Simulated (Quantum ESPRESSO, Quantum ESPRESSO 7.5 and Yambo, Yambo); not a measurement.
## Quasiparticle gap of CdTe (F-43m) in Yambo

How does a plane-wave GW calculation on CdTe (F-43m) run from the first input to the gap?

Program: Quantum ESPRESSO 7.5 and Yambo 5.3.0. Level of theory: PBE and many-body steps on it, plane waves. Results are calculated unless marked as measured.

The database entry behind the starting cell differs from later determinations by our own check (an axis about 1.1 % short against later determinations), so it need not match the best structure at ambient conditions.

### Step 1. The starting structure

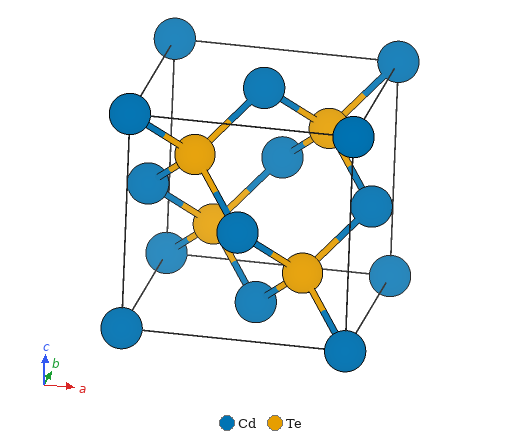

The starting structure, seen slightly off an axis (cadmium blue, tellurium orange). This picture shows the conventional cell, with its axes. Bonds to atoms that aren't drawn are left out. Some periodic images of atoms are drawn too.

As a file:

```cif
data_structure
_symmetry_space_group_name_H-M 'F-43m'
_symmetry_Int_Tables_number 216
_cell_length_a 6.4100
_cell_length_b 6.4100
_cell_length_c 6.4100
_cell_angle_alpha 90.000
_cell_angle_beta 90.000
_cell_angle_gamma 90.000
_cell_volume 263.37
loop_
_atom_site_label
_atom_site_type_symbol
_atom_site_symmetry_multiplicity
_atom_site_Wyckoff_symbol
_atom_site_fract_x
_atom_site_fract_y
_atom_site_fract_z
_atom_site_occupancy
Cd1 Cd 4 a 0.00000 0.00000 0.00000 1
Te1 Te 4 d 0.25000 0.25000 0.75000 1
```

The cell and positions come from the Crystallography Open Database and are kept as given unless a step says otherwise. Spin-orbit coupling is left out unless a step names it.

### Step 2. Ground state

This step: Quantum ESPRESSO 7.5; DFT, PBE, plane waves, norm-conserving pseudopotentials.

The ground-state density comes first.

Input file pw.in:

```
&control
  calculation = 'scf'
  prefix = 'x'
  outdir = 'o'
  pseudo_dir = 'pseudo'
/
&system
  ibrav = 0
  nat = 2
  ntyp = 2
  ecutwfc = 94.0
  nbnd = 27
  force_symmorphic = .true.
/
&electrons
  conv_thr = 1e-10
  electron_maxstep = 80
  mixing_beta = 0.5
/
ATOMIC_SPECIES
  Cd 112.41 Cd.upf
  Te 127.6 Te.upf
CELL_PARAMETERS angstrom
  -0.0000000000 3.2050000000 3.2050000000
  3.2050000000 -0.0000000000 3.2050000000
  3.2050000000 3.2050000000 -0.0000000000
ATOMIC_POSITIONS crystal
  Cd 0.0000000000 0.0000000000 0.0000000000
  Te 0.2500000000 0.2500000000 0.2500000000
K_POINTS automatic
  6 6 6 0 0 0
```

Launch:

```console
$ OMP_NUM_THREADS=1 mpirun -n 4 pw.x -nk 4 -in pw.in > pw.out
```

Log:

```text
Program PWSCF v.7.5 starts

     This program is part of the open-source Quantum ESPRESSO suite
     for quantum simulation of materials; please cite
         "P. Giannozzi et al., J. Phys.:Condens. Matter 21 395502 (2009);
         "P. Giannozzi et al., J. Phys.:Condens. Matter 29 465901 (2017);
         "P. Giannozzi et al., J. Chem. Phys. 152 154105 (2020);
     in publications or presentations arising from this work. More details at
     Message from routine setup:
     using ibrav=0 with symmetry is DISCOURAGED, use correct ibrav instead

     G-vector sticks info

     bravais-lattice index     =            0
     lattice parameter (alat)  =       8.5653  a.u.
     unit-cell volume          =     444.3352 (a.u.)^3
     number of atoms/cell      =            2
     number of atomic types    =            2
     number of electrons       =        44.00
     number of Kohn-Sham states=           27
     kinetic-energy cutoff     =      94.0000  Ry
     charge density cutoff     =     376.0000  Ry
     scf convergence threshold =      1.0E-10
     mixing beta               =       0.5000
     number of iterations used =            8  plain     mixing
     Exchange-correlation= PBE
                           (   1   4   3   4   0   0   0)

     celldm(1)=   8.565287  celldm(2)=   0.000000  celldm(3)=   0.000000
     celldm(4)=   0.000000  celldm(5)=   0.000000  celldm(6)=   0.000000

     crystal axes: (cart. coord. in units of alat)
               a(1) = (  -0.000000   0.707107   0.707107 )
               a(2) = (   0.707107  -0.000000   0.707107 )
               a(3) = (   0.707107   0.707107  -0.000000 )

     reciprocal axes: (cart. coord. in units 2 pi/alat)
               b(1) = ( -0.707107  0.707107  0.707107 )
               b(2) = (  0.707107 -0.707107  0.707107 )
               b(3) = (  0.707107  0.707107 -0.707107 )
     Pseudo is Norm-conserving + core correction, Zval = 20.0
     Generated using ONCVPSP code by D. R. Hamann
     Using radial grid of 1368 points,  6 beta functions with:
     Pseudo is Norm-conserving + core correction, Zval = 24.0
     Generated using ONCVPSP code by D. R. Hamann
     Using radial grid of 1294 points,  8 beta functions with:
     Cd               20.00   112.41000     Cd( 1.00)
     Te               24.00   127.60000     Te( 1.00)

     24 Sym. Ops. (no inversion) found

   Cartesian axes

     site n.     atom                  positions (alat units)
         1        Cd     tau(   1) = (   0.0000000   0.0000000   0.0000000  )
         2        Te     tau(   2) = (   0.3535534   0.3535534   0.3535534  )

     number of k points=    16
                       cart. coord. in units 2pi/alat
        k(    1) = (   0.0000000   0.0000000   0.0000000), wk =   0.0092593
        k(    2) = (   0.1178511   0.1178511  -0.1178511), wk =   0.0740741
        k(    3) = (   0.2357023   0.2357023  -0.2357023), wk =   0.0740741
        k(    4) = (  -0.3535534  -0.3535534   0.3535534), wk =   0.0370370
        k(    5) = (   0.2357023   0.0000000  -0.0000000), wk =   0.0555556
        k(    6) = (   0.3535534   0.1178511  -0.1178511), wk =   0.2222222
        k(    7) = (  -0.2357023  -0.4714045   0.4714045), wk =   0.2222222
        k(    8) = (  -0.1178511  -0.3535534   0.3535534), wk =   0.2222222
        k(    9) = (   0.0000000  -0.2357023   0.2357023), wk =   0.1111111
        k(   10) = (   0.4714045   0.0000000  -0.0000000), wk =   0.0555556
     [... 4 further rows ...]
        k(   15) = (  -0.1178511  -0.3535534   0.5892557), wk =   0.2222222
        k(   16) = (  -0.7071068   0.2357023   0.0000000), wk =   0.1111111

     Dense  grid:    54769 G-vectors     FFT dimensions: (  54,  54,  54)

     Initial potential from superposition of free atoms

     starting charge      43.9996, renormalised to      44.0000
     Starting wfcs are   23 randomized atomic wfcs +    4 random wfcs

     per-process dynamical memory:    46.8 Mb

     Self-consistent Calculation

     iteration #  1     ecut=    94.00 Ry     beta= 0.50

     Threshold (ethr) on eigenvalues was too large:
     Diagonalizing with lowered threshold

     total energy              =    -911.70974176 Ry
     estimated scf accuracy    <       0.05366683 Ry

     iteration #  2     ecut=    94.00 Ry     beta= 0.50

     total energy              =    -911.72225885 Ry
     estimated scf accuracy    <       0.00635684 Ry

     iteration #  3     ecut=    94.00 Ry     beta= 0.50

     total energy              =    -911.72317773 Ry
     estimated scf accuracy    <       0.00077282 Ry

     iteration #  4     ecut=    94.00 Ry     beta= 0.50

     total energy              =    -911.72324100 Ry
     estimated scf accuracy    <       0.00003868 Ry

     iteration #  5     ecut=    94.00 Ry     beta= 0.50

     total energy              =    -911.72324692 Ry
     estimated scf accuracy    <       0.00000210 Ry

     iteration #  6     ecut=    94.00 Ry     beta= 0.50

     total energy              =    -911.72324753 Ry
     estimated scf accuracy    <       0.00000019 Ry

     iteration #  7     ecut=    94.00 Ry     beta= 0.50

     total energy              =    -911.72324758 Ry
     estimated scf accuracy    <       0.00000004 Ry

     iteration #  8     ecut=    94.00 Ry     beta= 0.50

     total energy              =    -911.72324759 Ry
     estimated scf accuracy    <          1.3E-09 Ry

     iteration #  9     ecut=    94.00 Ry     beta= 0.50

     End of self-consistent calculation

          k = 0.0000 0.0000 0.0000 (  6855 PWs)   bands (ev):

  -150.0291-100.0567-100.0567-100.0567 -93.4912 -54.5465 -54.5465 -54.5465
   -27.3358 -27.3358 -27.3358 -27.3269 -27.3269  -2.6007   0.3688   0.3688
     0.3688   0.6540   0.6540   8.7674   8.7674   8.7674   9.6374  13.3640
    13.3640  13.3640  16.2716

          k = 0.1179 0.1179-0.1179 (  6825 PWs)   bands (ev):

  -150.0291-100.0567-100.0567-100.0567 -93.4912 -54.5465 -54.5464 -54.5464
   -27.3358 -27.3357 -27.3357 -27.3267 -27.3267  -2.4931   0.3894   0.3894
     0.4553   0.6527   0.6527   6.9900   8.5239   8.5239  10.7061  13.5184
    13.7176  13.7176  17.3177

          k = 0.2357 0.2357-0.2357 (  6814 PWs)   bands (ev):

  -150.0291-100.0567-100.0567-100.0567 -93.4912 -54.5465 -54.5464 -54.5464
   -27.3359 -27.3356 -27.3356 -27.3266 -27.3266  -2.2777   0.4247   0.4247
     0.6571   0.6571   0.7547   5.0584   8.1193   8.1193  10.7398  14.0060
    14.0060  15.1200  16.8427

          k =-0.3536-0.3536 0.3536 (  6850 PWs)   bands (ev):

     [... further k-points ...]

     highest occupied, lowest unoccupied level (ev):     8.7674    9.6374

!    total energy              =    -911.72324759 Ry
     estimated scf accuracy    <          4.0E-11 Ry

     The total energy is the sum of the following terms:
     one-electron contribution =    -695.46529858 Ry
     hartree contribution      =     337.55205627 Ry
     xc contribution           =    -120.83540208 Ry
     ewald contribution        =    -432.97460320 Ry

     convergence has been achieved in   9 iterations

     XML data file, charge density, pseudopotentials, collected wavefunctions

=------------------------------------------------------------------------------=
   JOB DONE.
=------------------------------------------------------------------------------=
```

It took 18 s on 4 MPI ranks of Arm Neoverse V1, shared host; peak memory 0.39 GiB.

This step gave:

```
total energy               : -12404.6267 eV
gap                        : 0.8701 eV
k of the valence top       : 0, 0, 0
k of the conduction bottom : 0, 0, 0
least direct gap           : 0.8701 eV
```

The gap is direct, at Γ.

### Step 3. Bands along the symmetry lines

Levels along a band path, at the cheap level, show where the edges lie and whether the meshes to come will hold them.

Input file pw.in:

```
&control
  calculation = 'bands'
  prefix = 'x'
  outdir = 'o'
  pseudo_dir = 'pseudo'
/
&system
  ibrav = 0
  nat = 2
  ntyp = 2
  ecutwfc = 94.0
  nbnd = 28
  force_symmorphic = .true.
/
&electrons
  conv_thr = 1e-9
  electron_maxstep = 80
  diago_full_acc = .true.
  diago_thr_init = 5e-6
/
ATOMIC_SPECIES
  Cd 112.41 Cd.upf
  Te 127.6 Te.upf
CELL_PARAMETERS angstrom
  -0.0000000000 3.2050000000 3.2050000000
  3.2050000000 -0.0000000000 3.2050000000
  3.2050000000 3.2050000000 -0.0000000000
ATOMIC_POSITIONS crystal
  Cd 0.0000000000 0.0000000000 0.0000000000
  Te 0.2500000000 0.2500000000 0.2500000000
K_POINTS crystal
  50
  0.00000000 0.00000000 0.00000000 1
  -0.06250000 -0.06250000 0.00000000 1
  -0.12500000 -0.12500000 0.00000000 1
  -0.18750000 -0.18750000 0.00000000 1
  -0.25000000 -0.25000000 0.00000000 1
  -0.31250000 -0.31250000 0.00000000 1
  -0.37500000 -0.37500000 0.00000000 1
  -0.43750000 -0.43750000 0.00000000 1
  -0.50000000 -0.50000000 0.00000000 1
  -0.48437500 -0.48437500 0.03125000 1
  -0.46875000 -0.46875000 0.06250000 1
  -0.45312500 -0.45312500 0.09375000 1
  -0.43750000 -0.43750000 0.12500000 1
  -0.42187500 -0.42187500 0.15625000 1
  -0.40625000 -0.40625000 0.18750000 1
  -0.39062500 -0.39062500 0.21875000 1
  -0.37500000 -0.37500000 0.25000000 1
  -0.37500000 0.00000000 0.37500000 1
  -0.32812500 0.00000000 0.32812500 1
  -0.28125000 0.00000000 0.28125000 1
  -0.23437500 0.00000000 0.23437500 1
  -0.18750000 0.00000000 0.18750000 1
  -0.14062500 0.00000000 0.14062500 1
  -0.09375000 0.00000000 0.09375000 1
  -0.04687500 0.00000000 0.04687500 1
  0.00000000 0.00000000 0.00000000 1
  0.00000000 0.00000000 0.06250000 1
  0.00000000 0.00000000 0.12500000 1
  0.00000000 0.00000000 0.18750000 1
  0.00000000 0.00000000 0.25000000 1
  0.00000000 0.00000000 0.31250000 1
  0.00000000 0.00000000 0.37500000 1
  0.00000000 0.00000000 0.43750000 1
  0.00000000 0.00000000 0.50000000 1
  -0.06250000 -0.03125000 0.46875000 1
  -0.12500000 -0.06250000 0.43750000 1
  -0.18750000 -0.09375000 0.40625000 1
  -0.25000000 -0.12500000 0.37500000 1
  -0.31250000 -0.15625000 0.34375000 1
  -0.37500000 -0.18750000 0.31250000 1
  -0.43750000 -0.21875000 0.28125000 1
  -0.50000000 -0.25000000 0.25000000 1
  -0.50000000 -0.28125000 0.21875000 1
  -0.50000000 -0.31250000 0.18750000 1
  -0.50000000 -0.34375000 0.15625000 1
  -0.50000000 -0.37500000 0.12500000 1
  -0.50000000 -0.40625000 0.09375000 1
  -0.50000000 -0.43750000 0.06250000 1
  -0.50000000 -0.46875000 0.03125000 1
  -0.50000000 -0.50000000 0.00000000 1
```

Log:

```text
[banner, memory and clock lines left out]
Program PWSCF v.7.5 starts

     Atomic positions and unit cell read from directory:
     o/x.save/

     Message from routine setup:
     using ibrav=0 with symmetry is DISCOURAGED, use correct ibrav instead

     G-vector sticks info

     bravais-lattice index     =            0
     lattice parameter (alat)  =       8.5653  a.u.
     unit-cell volume          =     444.3352 (a.u.)^3
     number of atoms/cell      =            2
     number of atomic types    =            2
     number of electrons       =        44.00
     number of Kohn-Sham states=           28
     kinetic-energy cutoff     =      94.0000  Ry
     charge density cutoff     =     376.0000  Ry
     Exchange-correlation= PBE
                           (   1   4   3   4   0   0   0)

     celldm(1)=   8.565287  celldm(2)=   0.000000  celldm(3)=   0.000000
     celldm(4)=   0.000000  celldm(5)=   0.000000  celldm(6)=   0.000000

     crystal axes: (cart. coord. in units of alat)
               a(1) = (  -0.000000   0.707107   0.707107 )
               a(2) = (   0.707107  -0.000000   0.707107 )
               a(3) = (   0.707107   0.707107  -0.000000 )

     reciprocal axes: (cart. coord. in units 2 pi/alat)
               b(1) = ( -0.707107  0.707107  0.707107 )
               b(2) = (  0.707107 -0.707107  0.707107 )
               b(3) = (  0.707107  0.707107 -0.707107 )
     Pseudo is Norm-conserving + core correction, Zval = 20.0
     Generated using ONCVPSP code by D. R. Hamann
     Using radial grid of 1368 points,  6 beta functions with:
     Pseudo is Norm-conserving + core correction, Zval = 24.0
     Generated using ONCVPSP code by D. R. Hamann
     Using radial grid of 1294 points,  8 beta functions with:
     Cd               20.00   112.41000     Cd( 1.00)
     Te               24.00   127.60000     Te( 1.00)

     24 Sym. Ops. (no inversion) found

   Cartesian axes

     site n.     atom                  positions (alat units)
         1        Cd     tau(   1) = (   0.0000000   0.0000000   0.0000000  )
         2        Te     tau(   2) = (   0.3535534   0.3535534   0.3535534  )

     number of k points=    50
                       cart. coord. in units 2pi/alat
        k(    1) = (   0.0000000   0.0000000   0.0000000), wk =   0.0400000
        k(    2) = (   0.0000000   0.0000000  -0.0883883), wk =   0.0400000
        k(    3) = (   0.0000000   0.0000000  -0.1767767), wk =   0.0400000
[...]
[... 38 further rows ...]
        k(   49) = (   0.0441942  -0.0000000  -0.7071068), wk =   0.0400000
        k(   50) = (   0.0000000   0.0000000  -0.7071068), wk =   0.0400000

     Dense  grid:    54769 G-vectors     FFT dimensions: (  54,  54,  54)

     The potential is recalculated from file :
     o/x.save/charge-density

     Starting wfcs are   23 randomized atomic wfcs +    5 random wfcs

     Band Structure Calculation

     End of band structure calculation

          k = 0.0000 0.0000 0.0000 (  6855 PWs)   bands (ev):

  -150.0291-100.0567-100.0567-100.0567 -93.4913 -54.5465 -54.5465 -54.5465
   -27.3358 -27.3358 -27.3358 -27.3268 -27.3268  -2.6007   0.3688   0.3688
     0.3688   0.6540   0.6540   8.7674   8.7674   8.7674   9.6374  13.3640
    13.3640  13.3640  16.2717  18.3045

          k = 0.0000 0.0000-0.0884 (  6831 PWs)   bands (ev):

  -150.0291-100.0567-100.0567-100.0567 -93.4913 -54.5465 -54.5465 -54.5465
   -27.3358 -27.3357 -27.3357 -27.3268 -27.3268  -2.5790   0.3750   0.3750
[...]
13.5251  13.5251  16.5742  17.4804

          k = 0.0000 0.0000-0.1768 (  6839 PWs)   bands (ev):

  -150.0291-100.0567-100.0567-100.0567 -93.4913 -54.5465 -54.5465 -54.5465
[...]
13.9615  13.9616  16.4498  17.4212

          k =-0.0000 0.0000-0.2652 (  6843 PWs)   bands (ev):

[...]
k = 0.0000 0.0000-0.3536 (  6843 PWs)   bands (ev):

[...]
k = 0.0000-0.0000-0.4419 (  6855 PWs)   bands (ev):

[...]
k =-0.0000 0.0000-0.5303 (  6866 PWs)   bands (ev):

[...]
k = 0.0000-0.0000-0.6187 (  6842 PWs)   bands (ev):

[...]
k = 0.5303-0.0000-0.5303 (  6861 PWs)   bands (ev):

[...]
k = 0.0000 0.0000 0.0000 (  6855 PWs)   bands (ev):

[...]
k = 0.1326 0.0000-0.7071 (  6852 PWs)   bands (ev):

[...]
k = 0.0884-0.0000-0.7071 (  6854 PWs)   bands (ev):

[...]
k = 0.0442-0.0000-0.7071 (  6836 PWs)   bands (ev):

  -150.0291-100.0567-100.0567-100.0567 -93.4913 -54.5466 -54.5466 -54.5466
[...]
17.6036  17.9036  18.1774  19.8078

          k = 0.0000 0.0000-0.7071 (  6838 PWs)   bands (ev):

  -150.0291-100.0567-100.0567-100.0567 -93.4913 -54.5466 -54.5466 -54.5466
   -27.3365 -27.3352 -27.3352 -27.3269 -27.3262  -2.0420   0.5337   0.5502
     0.5502   0.6871   1.1836   4.3052   6.7924   6.7924  11.3093  11.4393
    17.7737  18.0815  18.0815  19.7585

     XML data file, pseudopotentials, collected wavefunctions
```

Run time: 13 s. Hardware: 4 MPI ranks; peak memory 0.31 GiB; 53 s of CPU time.

This step gave:

```yaml
gap: 0.8701 eV
k_of_the_valence_top: 0, 0, 0
k_of_the_conduction_bottom: 0, 0, 0
least_direct_gap: 0.8701 eV
```

The gap is 0.870 eV, as in the run before at this level.

Electronic bands along the path, in eV, zero at the top of the highest filled band:

| point | band 19 | band 20 | band 21 | band 22 | band 23 | band 24 | band 25 | band 26 |
| --- | --- | --- | --- | --- | --- | --- | --- | --- |
| Γ | -8.11 | 0.00 | 0.00 | 0.00 | 0.87 | 4.60 | 4.60 | 4.60 |
| X | -7.58 | -4.46 | -1.98 | -1.98 | 2.54 | 2.67 | 9.01 | 9.31 |
| U | -7.53 | -4.36 | -2.70 | -1.64 | 2.88 | 4.57 | 7.42 | 7.55 |
| jump to K | -7.53 | -4.36 | -2.70 | -1.64 | 2.88 | 4.57 | 7.42 | 7.55 |
| Γ | -8.11 | 0.00 | 0.00 | 0.00 | 0.87 | 4.60 | 4.60 | 4.60 |
| L | -7.73 | -4.61 | -0.82 | -0.82 | 1.86 | 5.20 | 5.20 | 7.09 |
| W | -7.49 | -4.34 | -2.45 | -2.33 | 4.37 | 4.68 | 5.61 | 6.30 |
| X | -7.58 | -4.46 | -1.98 | -1.98 | 2.54 | 2.67 | 9.01 | 9.31 |

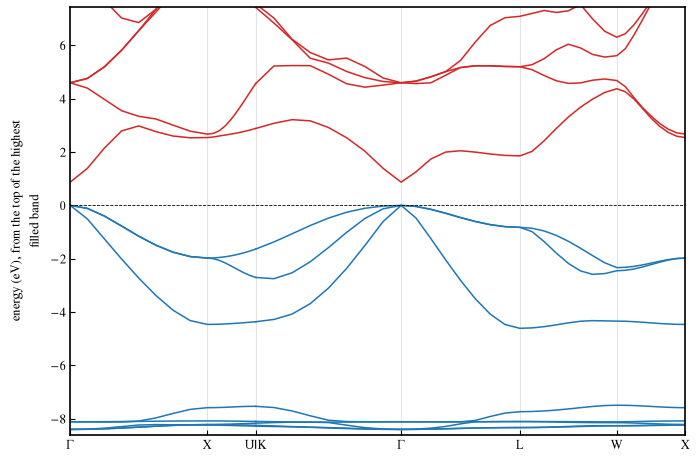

Electronic bands along the path; lines of filled and empty bands in two colours.

(Continued in part 2 of 3.)

[Paths, hosts, dates, memory and timing lines, banners, echoed tables and standing remarks are left out of the program output.]

[Logs are printed without paths, hosts, clocks, repeated set-up lines and the standing remarks that a program may print on its own settings, such as how far it seeks lower states.]

[Runs of the session that timed out or met a known fault of the program may be left out.]

[Hosts, paths, dates, database ids (printed as entryN), source tags and the programs' standing remarks are cut or masked in the printed files.]
